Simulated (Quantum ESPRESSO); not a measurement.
# BaLiF3 (Pm-3m): third-order response, part 2 of 2

Which lines does BaLiF3 (Pm-3m) show in Raman and infrared spectra?

Quantum ESPRESSO 8.0 development, patched; DFT LDA, scalar-relativistic, plane waves, PseudoDojo norm-conserving pseudopotentials.

So far. Step 2 (A first look): A gap of 6.6 eV opens on this mesh, so the crystal is taken as an insulator; the start stands at -5.7 GPa. Step 4 (Self-consistent run for the response): The cell stands at -0.012 GPa, close enough for phonons. The relaxed cell has a = 3.892 Å (conventional setting).

## Step 5: Zone-centre response

At q = 0 one unit cell holds all displacements; symmetry groups them into irreducible representations that are solved one by one. The response to a field gives ε∞ and the Born charges, which polar modes need. Third-order response adds the Raman tensors.

ph.in reads:

```
phonons
 &inputph
    prefix='x',
    outdir='./tmp',
    fildyn='g.dyn',
    tr2_ph=1.0d-18,
    epsil=.true.,
    lraman=.true.,
    elop=.true.,
 /
0.000000000000 0.000000000000 0.000000000000
```

On the command line:

```sh
$ OMP_NUM_THREADS=1 mpirun -n 4 ph.x -nk 4 -in ph.in > ph.out
```

What it wrote:

```text
[banners, grids, parts of the stress and lines that vanish by symmetry left out]
[banner, memory and clock lines left out]
Program PHONON v.8.0dev

[...]
(   1q-points):
[...]
Exchange-correlation= PW
                           (   1   4   0   0   0   0   0)
[...]
kinetic-energy cut-off    =      84.0000  Ry
     charge density cut-off    =     336.0000  Ry
     convergence threshold     =      1.0E-18
[...]
Exchange-correlation= PW
                           (   1   4   0   0   0   0   0)
[...]
q = (   0.0000000   0.0000000   0.0000000 )
     49 Sym.Ops. (with q -> -q+G )
     G cutoff =  460.4911  (  41395 G-vectors)     FFT grid: ( 45, 45, 45)
     number of k points=    35
[...]
Mode symmetry, O_h (m-3m)  point group:
[...]
Dielectric constant
[...]
End of electric fields calculation
          Dielectric constant in cartesian axis
          (       2.716849263       0.000000000       0.000000000 )
          (       0.000000000       2.716849263       0.000000000 )
          (       0.000000000       0.000000000       2.716849263 )
          Effective charges (d Force / dE) in cartesian axis without acoustic sum rule applied (asr)
           atom    1  Ba    Mean Z*:        2.77627
      Ex  (        2.77627        0.00000        0.00000 )
      Ey  (        0.00000        2.77627        0.00000 )
      Ez  (        0.00000        0.00000        2.77627 )
           atom    2  Li    Mean Z*:        1.04948
      Ex  (        1.04948        0.00000        0.00000 )
      Ey  (        0.00000        1.04948        0.00000 )
      Ez  (        0.00000        0.00000        1.04948 )
           atom    3  F     Mean Z*:       -1.27519
      Ex  (       -1.02609        0.00000        0.00000 )
      Ey  (        0.00000       -1.39973        0.00000 )
      Ez  (        0.00000        0.00000       -1.39973 )
           atom    4  F     Mean Z*:       -1.27519
      Ex  (       -1.39973        0.00000        0.00000 )
      Ey  (        0.00000       -1.39973        0.00000 )
      Ez  (        0.00000        0.00000       -1.02609 )
           atom    5  F     Mean Z*:       -1.27519
      Ex  (       -1.39973        0.00000        0.00000 )
      Ey  (        0.00000       -1.02609        0.00000 )
      Ez  (        0.00000        0.00000       -1.39973 )
          Effective charges Sum: Mean:        0.00019
[...]
Effective charges (d Force / dE) in cartesian axis with asr applied:
           atom    1  Ba    Mean Z*:        2.77623
[...]
atom    2  Li    Mean Z*:        1.04944
[...]
atom    3  F     Mean Z*:       -1.27522
[...]
atom    4  F     Mean Z*:       -1.27522
[...]
atom    5  F     Mean Z*:       -1.27522
[...]
Dielectric constant from finite-differences
          (       2.716864760       0.000000000       0.000000000 )
          (       0.000000000       2.716864760       0.000000000 )
          (       0.000000000       0.000000000       2.716864760 )
[...]
(       0.000000000       0.000000000       0.000000000 )
          (       0.000000000       0.000000000       0.000000000 )
          (       0.000000000      -0.000000000       0.000000000 )
          (       0.000000000       0.000000000       0.000000000 )
          (       0.000000000       0.000000000       0.000000000 )
          (      -0.000000000       0.000000000       0.000000000 )
          (       0.000000000      -0.000000000       0.000000000 )
          (       0.000000000       0.000000000       0.000000000 )
[...]
(       0.000000000       0.000000000       0.000000000 )
          (       0.000000000       0.000000000       0.000000000 )
          (       0.000000000      -0.000000000       0.000000000 )
          (      -0.000000000       0.000000000       0.000000000 )
          (       0.000000000       0.000000000       0.000000000 )
[...]
Representation #   1 modes #   1   2   3
[...]
End of self-consistent calculation
     Convergence has been achieved
     Representation #   2 modes #   4   5   6
[...]
End of self-consistent calculation
     Convergence has been achieved
     Representation #   3 modes #   7   8   9
[...]
End of self-consistent calculation
     Convergence has been achieved
     Representation #   4 modes #  10  11  12
[...]
End of self-consistent calculation
     Convergence has been achieved
     Representation #   5 modes #  13  14  15
[...]
End of self-consistent calculation
     Convergence has been achieved
[...]
Dielectric constant in cartesian axis
          (       2.716849263       0.000000000       0.000000000 )
          (       0.000000000       2.716849263       0.000000000 )
          (       0.000000000       0.000000000       2.716849263 )
          Effective charges (d Force / dE) in cartesian axis without acoustic sum rule applied (asr)
           atom    1  Ba    Mean Z*:        2.77627
      Ex  (        2.77627        0.00000        0.00000 )
      Ey  (        0.00000        2.77627        0.00000 )
      Ez  (        0.00000        0.00000        2.77627 )
           atom    2  Li    Mean Z*:        1.04948
      Ex  (        1.04948        0.00000        0.00000 )
      Ey  (        0.00000        1.04948        0.00000 )
      Ez  (        0.00000        0.00000        1.04948 )
           atom    3  F     Mean Z*:       -1.27519
      Ex  (       -1.02609        0.00000        0.00000 )
      Ey  (        0.00000       -1.39973        0.00000 )
      Ez  (        0.00000        0.00000       -1.39973 )
           atom    4  F     Mean Z*:       -1.27519
      Ex  (       -1.39973        0.00000        0.00000 )
      Ey  (        0.00000       -1.39973        0.00000 )
      Ez  (        0.00000        0.00000       -1.02609 )
           atom    5  F     Mean Z*:       -1.27519
      Ex  (       -1.39973        0.00000        0.00000 )
      Ey  (        0.00000       -1.02609        0.00000 )
      Ez  (        0.00000        0.00000       -1.39973 )
          Effective charges Sum: Mean:        0.00019
[...]
Effective charges (d Force / dE) in cartesian axis with asr applied:
           atom    1  Ba    Mean Z*:        2.77623
[...]
atom    2  Li    Mean Z*:        1.04944
[...]
atom    3  F     Mean Z*:       -1.27522
[...]
atom    4  F     Mean Z*:       -1.27522
[...]
atom    5  F     Mean Z*:       -1.27522
[...]
q = (    0.000000000   0.000000000   0.000000000 )
[...]
freq (    1) =      -0.039895 [THz] =      -1.330739 [cm-1]
     freq (    2) =      -0.039895 [THz] =      -1.330739 [cm-1]
     freq (    3) =      -0.039895 [THz] =      -1.330739 [cm-1]
     freq (    4) =       4.562767 [THz] =     152.197515 [cm-1]
     freq (    5) =       4.562767 [THz] =     152.197515 [cm-1]
     freq (    6) =       4.562767 [THz] =     152.197515 [cm-1]
     freq (    7) =       6.109731 [THz] =     203.798694 [cm-1]
     freq (    8) =       6.109731 [THz] =     203.798694 [cm-1]
     freq (    9) =       6.109731 [THz] =     203.798694 [cm-1]
     freq (   10) =       9.841596 [THz] =     328.280304 [cm-1]
     freq (   11) =       9.841596 [THz] =     328.280304 [cm-1]
     freq (   12) =       9.841596 [THz] =     328.280304 [cm-1]
     freq (   13) =      12.137782 [THz] =     404.872818 [cm-1]
     freq (   14) =      12.137782 [THz] =     404.872818 [cm-1]
     freq (   15) =      12.137782 [THz] =     404.872818 [cm-1]
[...]
Mode symmetry, O_h (m-3m)  point group:
     freq (   1-   3) =         -1.3  [cm-1]   --> T_1u G_15  G_4- I
     freq (   4-   6) =        152.2  [cm-1]   --> T_1u G_15  G_4- I
     freq (   7-   9) =        203.8  [cm-1]   --> T_2u G_25  G_5-
     freq (  10-  12) =        328.3  [cm-1]   --> T_1u G_15  G_4- I
     freq (  13-  15) =        404.9  [cm-1]   --> T_1u G_15  G_4- I
```

The job ended after 23 min (4 MPI ranks of Arm Neoverse V2, shared host).

This step gave:

* miss of the charge sum rule: 2.00e-4 e
* largest acoustic frequency at the zone centre before the sum rule: -1.33 cm⁻¹
* highest optical zone-centre mode (no LO-TO term): 404.9 cm⁻¹
* lowest optical zone-centre mode: 152.2 cm⁻¹
* mean high-frequency dielectric constant: 2.717
* largest Born charge in size (third of the trace): 2.776 e

Born charge (rows field, columns displacement), before the sum rule (e), principal values of the symmetric part by kind of site:

```tsv
atom	atoms with these values	low	middle	high	mean
Ba1	1	2.78	2.78	2.78	2.78
Li2	1	1.05	1.05	1.05	1.05
F3	3	-1.40	-1.40	-1.03	-1.28
```

In full for F3:

```
-1.03  0.00  0.00
 0.00 -1.40  0.00
 0.00  0.00 -1.40
```

High-frequency dielectric tensor:

```
2.72 0.00 0.00
0.00 2.72 0.00
0.00 0.00 2.72
```

The acoustic modes at Γ come out as far as 1.3 cm⁻¹ from zero, where they should vanish, a small numerical error; the Born charges miss their sum rule by 2.0e-4 e, which is good.

## Step 6: Zone-centre analysis

A rigid shift of the crystal must cost nothing, but grids and finite bases break this; the acoustic sum rule is imposed before the matrix is diagonalised again. With Born charges the intensities follow, and the static dielectric tensor.

dynmat.in reads:

```
 &input
    fildyn='g.dyn',
    asr='simple',
    fileig='dynmat.eig',
    lperm=.true.,
 /
```

On the command line:

```sh
$ dynmat.x -in dynmat.in > dynmat.out
```

What it wrote:

```text
[banner, memory and clock lines left out]
Program DYNMAT v.8.0dev

     Reading Dynamical Matrix from file g.dyn
     ...Force constants read
     ...epsilon and Z* read
     ...Raman cross sections read
     A direction for q was not specified:TO-LO splitting will be absent

     Polarizability (A^3 units)
     multiply by 0.636018 for Clausius-Mossotti correction (not under assume_isolated = 'mt')
         8.057276    0.000000    0.000000
         0.000000    8.057276    0.000000
         0.000000    0.000000    8.057276

     IR activities are in (D/A)^2/amu units

# mode   [cm-1]    [THz]      IR
    1     -0.00   -0.0000    0.0000
    2     -0.00   -0.0000    0.0000
    3      0.00    0.0000    0.0000
    4    152.21    4.5632    5.1996
    5    152.21    4.5632    5.1996
    6    152.21    4.5632    5.1996
    7    203.81    6.1102    0.0000
    8    203.81    6.1102    0.0000
    9    203.81    6.1102    0.0000
   10    328.29    9.8419    0.8124
   11    328.29    9.8419    0.8124
   12    328.29    9.8419    0.8124
   13    404.87   12.1378    4.9816
   14    404.87   12.1378    4.9816
   15    404.87   12.1378    4.9816

Electronic dielectric permittivity tensor (relative, adimensional)
         2.716849    0.000000    0.000000
         0.000000    2.716849    0.000000
         0.000000    0.000000    2.716849

 ... with zone-center polar mode contributions
        12.204859    0.000000    0.000000
         0.000000   12.204859    0.000000
         0.000000    0.000000   12.204859

[end of the log left out, with the tail of the file of modes that dynmat.x writes under the same name]
```

Elapsed: 0.47 s, on 1 thread.

This step gave:

```yaml
mean_static_dielectric_constant: 12.20
```

Unit eigenvectors of the mass-weighted matrix after the sum rule; no LO-TO term. The modes at Γ (shares of kinetic energy by element, %):

```tsv
mode	frequency (cm⁻¹)	symmetry	Ba %	Li %	F %
1	0.0	acoustic	68	3	28
2	0.0	acoustic	68	3	28
3	0.0	acoustic	68	3	28
4	152.2	T1u	31	3	66
5	152.2	T1u	31	3	66
6	152.2	T1u	31	3	66
7	203.8	T2u	0	0	100
8	203.8	T2u	0	0	100
9	203.8	T2u	0	0	100
10	328.3	T1u	0	5	95
11	328.3	T1u	0	5	95
12	328.3	T1u	0	5	95
13	404.9	T1u	0	89	11
14	404.9	T1u	0	89	11
15	404.9	T1u	0	89	11
```

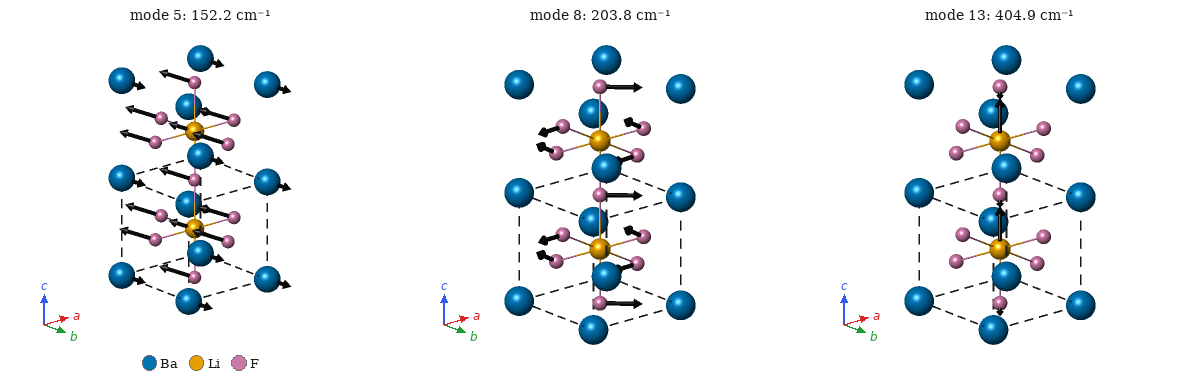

Displacement patterns of modes 5, 8 and 13 at Γ; arrows are exaggerated. 1×1×2 cells are drawn. Some periodic images of atoms are drawn too.

Degenerate modes summed, no LO-TO term. Lines of the infrared spectrum (strongest = 100):

```tsv
position (cm⁻¹)	lines merged	label	IR intensity, relative
152	3	T1u	100
204	3	T2u	0.0
328	3	T1u	16
405	3	T1u	96
```

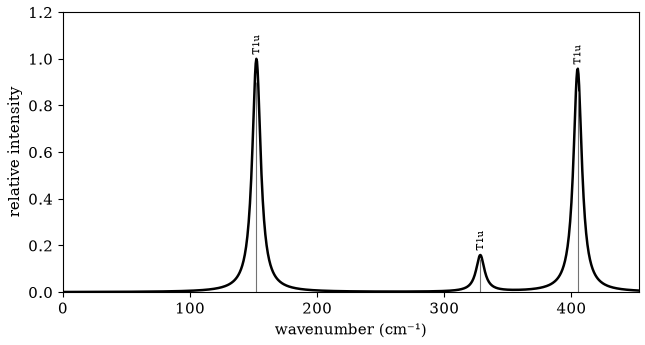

The infrared spectrum, broadened with Lorentzians of width 8 cm⁻¹; bars mark the lines.

Static dielectric tensor (ions relaxed, fixed cell):

```
12.20  0.00  0.00
 0.00 12.20  0.00
 0.00  0.00 12.20
```

The rule moves no optical mode by more than 0.1 cm⁻¹.

## Step 7: Sum rules set otherwise: a sum rule for molecules or wires on a crystal

This rule also removes rotations, which suits molecules and not a crystal; it is tried to see the harm.

dynmat.in reads:

```
 &input
    fildyn='g.dyn',
    asr='zero-dim',
    fileig='dynmat.eig',
    lperm=.true.,
 /
```

On the command line:

```sh
$ dynmat.x -in dynmat.in > dynmat.out
```

What it wrote:

```text
[banner, memory and clock lines left out]
Program DYNMAT v.8.0dev

     Reading Dynamical Matrix from file g.dyn
     ...Force constants read
     ...epsilon and Z* read
     ...Raman cross sections read
     Warning: this looks like a crystal, not a molecule in a box: use asr = 'crystal'
     Acoustic Sum Rule: || Z*(ASR) - Z*(orig)|| =    1.442928E-04
     Acoustic Sum Rule: ||dyn(ASR) - dyn(orig)||=    1.638237E-01
     Message from routine dynmat:
     WARNING: the charges keep any dipole. Ignore the strengths of the modes set to zero; with q typed a rigid rotation may get a frequency
     A direction for q was not specified:TO-LO splitting will be absent

     Polarizability (A^3 units)
     multiply by 0.636018 for Clausius-Mossotti correction (not under assume_isolated = 'mt')
         8.057276    0.000000    0.000000
         0.000000    8.057276    0.000000
         0.000000    0.000000    8.057276

     IR activities are in (D/A)^2/amu units

# mode   [cm-1]    [THz]      IR
    1     -0.00   -0.0000    1.3378
    2     -0.00   -0.0000    0.2816
    3     -0.00   -0.0000    0.1299
    4      0.00    0.0000    0.4432
    5      0.00    0.0000    0.5082
    6      0.00    0.0000    0.3592
    7    152.21    4.5631    5.1997
    8    195.12    5.8497    1.8530
    9    195.12    5.8497    1.8530
   10    275.56    8.2609    3.6908
   11    275.56    8.2609    3.6908
   12    328.28    9.8416    0.8123
   13    394.07   11.8139    3.9198
   14    394.07   11.8139    3.9198
   15    404.87   12.1377    4.9816

Electronic dielectric permittivity tensor (relative, adimensional)
         2.716849    0.000000    0.000000
         0.000000    2.716849    0.000000
         0.000000    0.000000    2.716849

 ... with zone-center polar mode contributions
         8.833531    1.685818    1.685818
         1.685818    8.833531    1.685818
         1.685818    1.685818    8.833531

[end of the log left out, with the tail of the file of modes that dynmat.x writes under the same name]
```

It took 0.45 s on 1 thread.

The run ended normally, but on settings that are not sound.

The fault: a sum rule for molecules or wires on a crystal; 3 optical modes are projected out to zero frequency, as if they were rotations, and the static dielectric tensor is spoilt.

For a crystal the rule has to be 'simple' or 'crystal'.

Zone-centre frequencies as printed; negative means imaginary. Modes:

```tsv
mode	frequency (cm⁻¹)
1	0
2	0
3	0
4	0
5	0
6	0
7	152.2
8	195.1
9	195.1
10	275.6
11	275.6
12	328.3
13	394.1
14	394.1
15	404.9
```

## Step 8: Modes along a direction of q (1 0 0)

A longitudinal polar mode sets up a macroscopic field that stiffens it; the term hangs on the direction from which q goes to zero.

dynmat.in reads:

```
 &input
    fildyn='g.dyn',
    asr='simple',
    fileig='dynmat.eig',
    q(1)=1.0,
    q(2)=0.0,
    q(3)=0.0,
 /
```

On the command line:

```sh
$ dynmat.x -in dynmat.in > dynmat.out
```

What it wrote:

```text
[banner, memory and clock lines left out]
Program DYNMAT v.8.0dev

     Reading Dynamical Matrix from file g.dyn
     ...Force constants read
     ...epsilon and Z* read
     ...Raman cross sections read

     Polarizability (A^3 units)
     multiply by 0.636018 for Clausius-Mossotti correction (not under assume_isolated = 'mt')
         8.057276    0.000000    0.000000
         0.000000    8.057276    0.000000
         0.000000    0.000000    8.057276

     IR activities are in (D/A)^2/amu units

# mode   [cm-1]    [THz]      IR
    1     -0.00   -0.0000    0.0000
    2      0.00    0.0000    0.0000
    3      0.00    0.0000    0.0000
    4    152.21    4.5632    5.1996
    5    152.21    4.5632    5.1996
    6    203.81    6.1102    0.0000
    7    203.81    6.1102    0.0000
    8    203.81    6.1102    0.0000
    9    245.44    7.3580    1.2251
   10    328.29    9.8419    0.8124
   11    328.29    9.8419    0.8124
   12    338.51   10.1483    0.2799
   13    404.87   12.1378    4.9816
   14    404.87   12.1378    4.9816
   15    516.12   15.4728    9.4886

[end of the log left out, with the tail of the file of modes that dynmat.x writes under the same name]
```

Run time: 0.45 s. Hardware: 1 thread.

Read from the output:

| Item | Value |
| --- | --- |
| highest mode moved by the LO-TO term | 516.1 cm⁻¹ |

Zone-centre frequencies as printed; negative means imaginary. Modes:

```tsv
mode	frequency (cm⁻¹)
1	0
2	0
3	0
4	152.2
5	152.2
6	203.8
7	203.8
8	203.8
9	245.4
10	328.3
11	328.3
12	338.5
13	404.9
14	404.9
15	516.1
```

The field moves 3 modes; the highest of them now lies at 516 cm⁻¹, where the highest that moved away lay at 405.

## Step 9: Outcome

- space group after relaxation: Pm-3m
- volume per atom: 11.8 Å³
- gap on the k-mesh: 6.65 eV
- highest optical zone-centre mode (no LO-TO term): 404.9 cm⁻¹
- lowest optical zone-centre mode: 152.2 cm⁻¹
- highest mode moved by the LO-TO term: 516.1 cm⁻¹
- mean high-frequency dielectric constant: 2.72
- largest Born charge in size (third of the trace): 2.78 e
- mean static dielectric constant: 12.2
- imaginary optical modes at the zone centre (no q mesh in this session): none

In words: No mode is Raman active in this structure; the strongest infrared line lies at 152 cm⁻¹. At the LDA level the optical modes of BaLiF3 (Pm-3m) at the zone centre (no LO-TO term) run from 152 to 405 cm⁻¹. Along the directions run, the highest mode that the macroscopic field moves lies at 516 cm⁻¹. Lattice motion raises the mean dielectric constant from 2.717 to 12.20. Of the 12 optical modes, 9 are infrared active alone and 3 are silent. These are harmonic frequencies at zero temperature: anharmonic shifts and linewidths and thermal expansion are left out. Spin-orbit coupling is left out, which can matter for the heavy elements here. The build is a development version in which the Raman tensors of release 7.5 are mended; dynmat.x leaves out the electro-optic term of LO lines. The structure comes from a database and need not be the phase that is stable at ambient conditions.

[Host names and launcher messages were left out of these logs when they were recorded.]

[Logs are printed without paths, hosts, clocks, repeated set-up lines and the standing remarks that a program may print on its own settings, such as how far it seeks lower states.]

[Hosts, paths, dates, database ids (printed as entryN), source tags and the programs' standing remarks are cut or masked in the printed files.]
